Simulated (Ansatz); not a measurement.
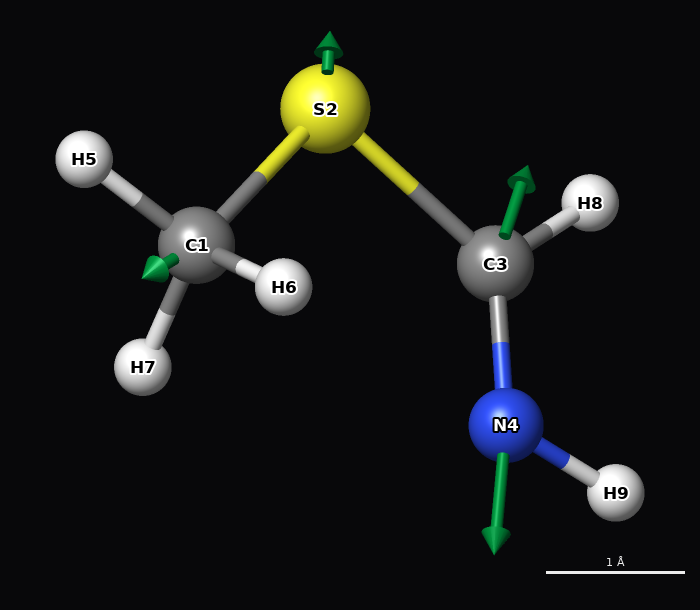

Arrows show the forces on the atoms, 2 Å of arrow for 1 eV/Å; forces under a tenth of the largest aren't drawn. Level of theory: r2SCAN-D4/def2-TZVPP (Ansatz 0.2.0).

**On which atom is the force largest, and how large is it?**

On N4: 0.41 eV/Å.

**Along which bond is the force strongest?**

C3–N4, now 1.265 Å: the forces push its atoms apart, so a first step downhill lengthens it.

List the force components in the frame of the picture (x right, y up, z towards the viewer), in eV/Å.

```
atom     Fx     Fy     Fz
  C1  −0.12  −0.07   0.13
  S2   0.01   0.15  −0.08
  C3   0.09   0.26  −0.18
  N4  −0.03  −0.36   0.19
  H5   0.02  −0.02  −0.01
  H6  −0.01   0.00  −0.02
  H7   0.01   0.01   0.01
  H8   0.00   0.03  −0.02
  H9   0.03   0.00  −0.02
```
